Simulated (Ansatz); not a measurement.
# H4O2SiZn: the cost of one run

All numbers below are computed with Ansatz 0.2.0 (RKS PBE-D4/def2-SVP).

### Step 1. The starting structure

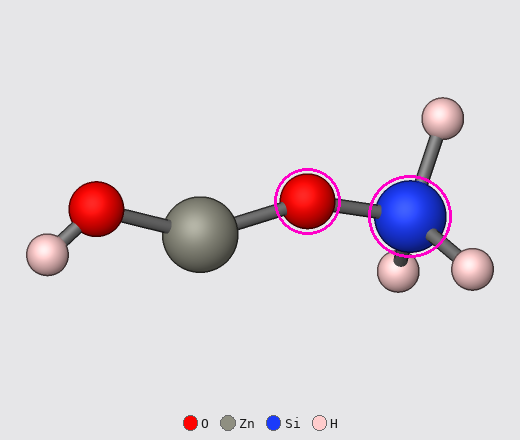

The starting structure, seen from a chosen angle (oxygen red, zinc grey, silicon blue, hydrogen pink). Ringed: O3, Si4.

Structure file:

```xyz
8

O     1.0974    2.3663   -1.7583
Zn    0.5035    0.9477   -1.0398
O     0.0112    0.0508    0.3254
Si   -0.6012   -1.2093    1.1232
H     1.2776    2.4639   -2.6904
H    -0.3794   -0.8493    2.5235
H    -2.0235   -1.3406    0.7853
H     0.1144   -2.4295    0.7311
```

### Step 2. End point A

Contents of input.yaml:

```yaml
crystal:
  periodic: [false, false, false]
  atoms:
    - { symbol: O, position_ang: [1.0974, 2.36633, -1.75827] }
    - { symbol: Zn, position_ang: [0.50347, 0.94768, -1.03979] }
    - { symbol: O, position_ang: [0.01117, 0.05079, 0.32537] }
    - { symbol: Si, position_ang: [-0.60121, -1.20933, 1.12322] }
    - { symbol: H, position_ang: [1.27765, 2.46394, -2.69041] }
    - { symbol: H, position_ang: [-0.37944, -0.84927, 2.52348] }
    - { symbol: H, position_ang: [-2.02347, -1.34061, 0.78529] }
    - { symbol: H, position_ang: [0.11443, -2.42951, 0.73111] }
basis:
  gaussian: { orbitals: def2-SVP }
hamiltonian:
  xc: pbe
  dispersion: d4
relax:
  f_tol: 0.015
  max_steps: 40
output:
  orbitals: {}
```

Command:

```sh
ansatz run input.yaml --threads 2 --pin off --max-ram 3072MiB --backend cpu --events-out ev --progress --plain --runs-dir out
```

**Question.** How long does this run take on 2 threads of Arm Neoverse V1, shared host, and how much memory does it need?

About 46 s, with a peak of 0.14 GiB.
